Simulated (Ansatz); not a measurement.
**InH2SF3: inputs that go wrong**

Aim: try 4 inputs for InH2SF3 as typed, read how each ends, and find what has to change.

The runs use Ansatz 0.2.0, Gaussian basis; the settings change from run to run.

### Step 1. The molecule

The geometry comes from an earlier relaxation with PBE0-D4 in a triple-zeta def2 set; it is a stationary point, not always the lowest conformer. In takes a core potential in def2 sets; no spin-orbit term is included.

SMILES `[F][In-]([F])([F])[SH2+]`, 7 atoms, charge 0, spin multiplicity 1.

Atoms are counted from 1 here; the program's logs count them from 0.

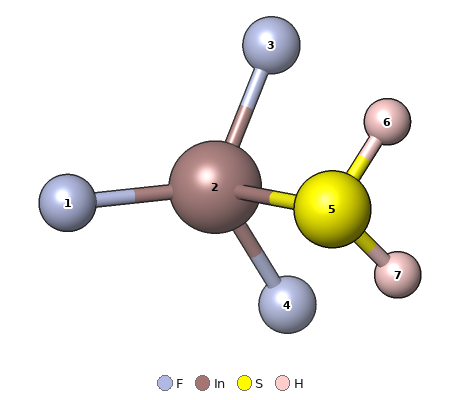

The geometry (fluorine light blue, indium brown, sulfur yellow, hydrogen pink); atoms are numbered from 1 in the order of the file.

Geometry (Å):

```xyz
7
F3H2InS
F     1.28322   -1.69995    1.63818
In    0.09448   -1.04897    0.25998
F    -1.80549   -0.88404    0.64878
F     0.59200   -1.27760   -1.60748
S     0.39007    1.60741    0.12001
H    -0.95167    1.72983    0.11637
H     0.45859    1.50531   -1.22163
```

### Step 2. Input 1

Contents of in.yaml:

```yaml
crystal:
  periodic: [false, false, false]
  atoms:
    - {symbol: F, position_ang: [1.283224, -1.699945, 1.638177]}
    - {symbol: In, position_ang: [0.094480, -1.048966, 0.259978]}
    - {symbol: F, position_ang: [-1.805489, -0.884044, 0.648785]}
    - {symbol: F, position_ang: [0.591996, -1.277599, -1.607484]}
    - {symbol: S, position_ang: [0.390070, 1.607414, 0.120012]}
    - {symbol: H, position_ang: [-0.951673, 1.729828, 0.116368]}
    - {symbol: H, position_ang: [0.458590, 1.505312, -1.221633]}
basis:
  gaussian: {orbitals: STO-3G, fitting: {mean_field: cc-pVTZ-jkfit}}
hamiltonian: {xc: {name: PBE}, dispersion: d4}
accuracy: high
```

Command:

```bash
> ansatz run in.yaml --threads 4 --pin off --events-out ev --progress --plain --max-ram 10444MiB
```

The log of the run:

```text
Functional definition: PBE
  name "PBE"
  cite "Perdew, Burke & Ernzerhof, Phys. Rev. Lett. 77, 3865 (1996) doi:10.1103/PhysRevLett.77.3865"
  parent pbe
  parameter kappa = 0.804
  parameter beta = 0.06672455060314922
  exchange = pbe_x(kappa = kappa, mu = beta*pi^2/3)
  correlation = pbe_c(beta = beta)
Error: <dir> the basis set cc-pVTZ-JKFIT has no functions for In
```

Run time: 0.05 s. Hardware: 4 threads of Arm Neoverse V1, shared host.

Diagnosis: Refused before any calculation. The fitting set named has no entry for an element of this molecule. Cure: leave the fitting key out, or name a set that covers all elements and suits the basis.

### Step 3. Input 2

Contents of in.yaml:

```yaml
crystal:
  periodic: [false, false, false]
  atoms:
    - {symbol: F, position_ang: [1.283224, -1.699945, 1.638177]}
    - {symbol: In, position_ang: [0.094480, -1.048966, 0.259978]}
    - {symbol: F, position_ang: [-1.805489, -0.884044, 0.648785]}
    - {symbol: F, position_ang: [0.591996, -1.277599, -1.607484]}
    - {symbol: S, position_ang: [0.390070, 1.607414, 0.120012]}
    - {symbol: H, position_ang: [-0.951673, 1.729828, 0.116368]}
    - {symbol: H, position_ang: [0.458590, 1.505312, -1.221633]}
basis:
  gaussian: {orbitals: "6-311G**"}
total_charge: 1
magnetization: {spin_polarized: true, initial_magnetization: 1}
hamiltonian: {xc: {name: BLYP}}
output: {forces: true}
```

The command is unchanged.

The log of the run:

```text
Error: <dir> can't be read: No such file or directory (os error 2)
```

Wall time 0.05 s (4 threads of Arm Neoverse V1, shared host).

What is wrong: The run ended at the input check. The line that matters: «<dir> can't be read: No such file or directory (os error 2)» The program finds no basis under the name given. The cure: choose a basis that the program's library holds for every element. The input also asks for charge 1 and multiplicity 2, not those of the species named; set them back first.

### Step 4. Input 3

Contents of in.yaml:

```yaml
crystal:
  periodic: [false, false, false]
  atoms:
    - {symbol: F, position_ang: [1.208243, -1.532432, 1.649176]}
    - {symbol: In, position_ang: [0.398901, -1.081915, 0.306718]}
    - {symbol: F, position_ang: [-1.667286, -0.873061, 0.911281]}
    - {symbol: F, position_ang: [0.805777, -1.168103, -1.635893]}
    - {symbol: S, position_ang: [0.347991, 1.737333, 0.132699]}
    - {symbol: H, position_ang: [-1.090724, 1.734520, -0.125504]}
    - {symbol: H, position_ang: [0.274556, 1.404030, -1.358277]}
basis:
  gaussian: {orbitals: def2-TZVPP, final_grid: {core_spheres: 1, valence_spheres: 1, degree: 3}}
hamiltonian: {xc: {name: wB97M-V}}
scf: {lower_state_search: full}
output: {forces: true}
```

Launched as before.

The log of the run, shortened:

```text
Functional definition: wB97M-V
  name "wB97M-V"
  cite "Mardirossian & Head-Gordon, J. Chem. Phys. 144, 214110 (2016) doi:10.1063/1.4952647"
  cite "Becke, J. Chem. Phys. 107, 8554 (1997) doi:10.1063/1.475007"
  cite "Vydrov & Van Voorhis, J. Chem. Phys. 133, 244103 (2010) doi:10.1063/1.3521275"
  # Of w^i u^j: cxij and so on, Table III.
[...]
  gx(w, u) = 1 - cx + cx01*u + cx10*w
  gss(w, u) = css00 + css04*u^4 + css10*w + css20*w^2 + css43*w^4*u^3
  gos(w, u) = cos00 + cos10*w + (cos20 + cos21*u)*w^2 + (cos60 + cos61*u)*w^6
[...]
      + integral(e_c_pw_mod_opposite_spin*gos(b97_w_opposite, b97_u_opposite)) + vv10(b, c)
1301 factors; their error is unknown
252 factors; integrals over basis functions are off by at most 1.1e-5 eV
[...]
mean field -24288.58446368 eV, -892.5890156465 hartree, gradient 5.3e-5 eV, S^2 0.000000; 0 other end points of the search recorded, 0 dependent functions left out
[...]
reference -24288.58465030 eV, -892.5890225046 hartree; 33, 33 occupied and 180, 180 virtual orbitals, 1301 factors
Total energy: -24288.58465030 eV, -892.5890225046 hartree
Atom 0 at     1.208243    -1.532432     1.649176 Å, force     9.737217    -7.443951    31.252895 eV/Å
Atom 1 at     0.398901    -1.081915     0.306718 Å, force    -9.331276     8.778319   -43.501594 eV/Å
Atom 2 at    -1.667286    -0.873061     0.911281 Å, force     4.382205     1.130494     2.948845 eV/Å
Atom 3 at     0.805777    -1.168103    -1.635893 Å, force    -3.007803     0.902304     7.998495 eV/Å
Atom 4 at     0.347991     1.737333     0.132699 Å, force    -5.127164    -4.375922    -3.024202 eV/Å
Atom 5 at    -1.090724     1.734520    -0.125504 Å, force     2.555540     0.444167     1.492452 eV/Å
Atom 6 at     0.274556     1.404030    -1.358277 Å, force     0.791280     0.564589     2.833108 eV/Å
Dipole moment:     0.200105     0.814786    -0.358849 e Å
```

Run time: 20 s. Hardware: 4 threads of Arm Neoverse V1, shared host; peak memory 0.68 GiB.

**Diagnosis.** It ended without an error, which proves nothing about the input. The integration grid is far too coarse. Its coordinates are also moved off the relaxed structure. Its energy carries the error of the grid. Fix: drop final_grid and take the default grid.

### Step 5. Input 4

Contents of in.yaml:

```yaml
crystal:
  periodic: [false, false, false]
  atoms:
    - {symbol: F, position_ang: [0.769934, -1.189961, 0.982906]}
    - {symbol: In, position_ang: [0.056688, -0.629380, 0.155987]}
    - {symbol: F, position_ang: [-1.263842, -0.618831, 0.454150]}
    - {symbol: F, position_ang: [0.355198, -0.766560, -1.125239]}
    - {symbol: S, position_ang: [0.234042, 1.125190, 0.084008]}
    - {symbol: H, position_ang: [-0.666171, 1.210880, 0.081458]}
    - {symbol: H, position_ang: [0.275154, 1.053718, -0.732980]}
basis:
  gaussian: {orbitals: STO-3G}
hamiltonian: {xc: {name: r2SCAN}}
output: {forces: true}
```

The command is unchanged.

The log of the run, shortened:

```text
Functional definition: r2SCAN
  name "r2SCAN"
  cite "Furness, Kaplan, Ning, Perdew & Sun, J. Phys. Chem. Lett. 11, 8208 (2020) doi:10.1021/acs.jpclett.0c02405"
  cite "Furness, Kaplan, Ning, Perdew & Sun, J. Phys. Chem. Lett. 11, 9248 (2020) doi:10.1021/acs.jpclett.0c03077"
  parent r2scan
[...]
735 factors; integrals over basis functions are off by at most 8.7e-5 eV
[...]
mean field -173390.22800582 eV, -6371.9733510961 hartree, gradient 4.7e-6 eV, S^2 0.000000; 0 other end points of the search recorded, 0 dependent functions left out
[...]
reference -173390.22801054 eV, -6371.9733512698 hartree; 47, 47 occupied and 6, 6 virtual orbitals, 735 factors
Total energy: -173390.22801054 eV, -6371.9733512698 hartree
Atom 0 at     0.769934    -1.189961     0.982906 Å, force    85.593193   -69.938063   101.462034 eV/Å
Atom 1 at     0.056688    -0.629380     0.155987 Å, force   -21.954423    39.077505   -17.002910 eV/Å
Atom 2 at    -1.263842    -0.618831     0.454150 Å, force   -85.257171    -0.531361    16.573984 eV/Å
Atom 3 at     0.355198    -0.766560    -1.125239 Å, force    18.894943   -11.347815   -98.259393 eV/Å
Atom 4 at     0.234042     1.125190     0.084008 Å, force    45.761532    40.538542    68.054736 eV/Å
Atom 5 at    -0.666171     1.210880     0.081458 Å, force   -47.703932     6.605369     0.512711 eV/Å
Atom 6 at     0.275154     1.053718    -0.732980 Å, force     4.665858    -4.404176   -71.341162 eV/Å
Dipole moment:    -0.093808     0.653199    -0.155098 e Å
```

It took 1.9 s on 4 threads of Arm Neoverse V1, shared host.

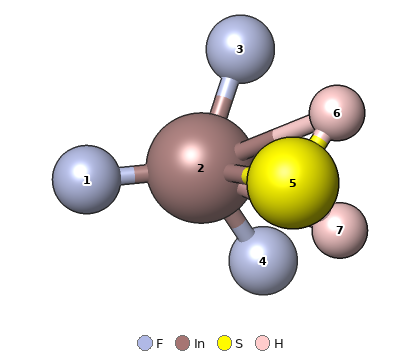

The geometry of this input.

What is wrong: The run converged, but a converged run isn't a right one. The geometry is squeezed well below its size. The shortest distance is 0.82 Å (S5–H7), against 1.35 Å in the relaxed molecule. Its energy is no property of the relaxed molecule. To mend it, use the relaxed coordinates.

### Step 6. How the tries ended

```
input               level      ended                                                               cause    time
    1          PBE/STO-3G    refused  the fitting set named has no entry for an element of this molecule  0.05 s
    2       BLYP/6-311G**    refused                     the program finds no basis under the name given  0.05 s
    3  wB97M-V/def2-TZVPP  converged                              the integration grid is far too coarse    20 s
    4       r2SCAN/STO-3G  converged                        the geometry is squeezed well below its size   1.9 s
```

2 refused, 2 converged. A refusal costs next to no computing time. The dangerous case is the input that converges on a wrong geometry, charge, spin, basis or grid: often only a look at the input shows it.
